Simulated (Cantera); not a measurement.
Feed: 1 mol Cr, 0.24 mol NH3, a varied amount of H2, held at 1575 °C and 4.80e-6 bar.

These are equilibrium values from Cantera (NASA tables, ideal gas, pure condensed phases), not measurements of a reactor. Candidate condensed phases: Cr, CrN, Cr2N; 11 gas species. Rates play no part.

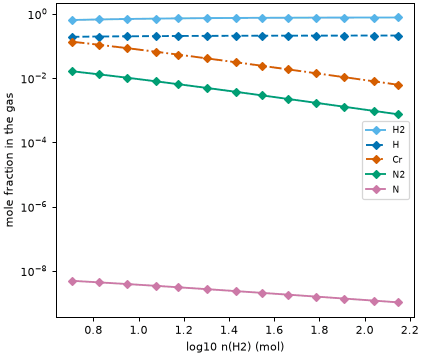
Fig. 1. Equilibrium gas composition (values under 1e-9 drawn at 1e-9)

**Question.** Read off the mole fractions at 15 mol H2.

**Answer.** H2 about 0.73, H about 0.21, Cr about 0.054, N2 about 0.0065.
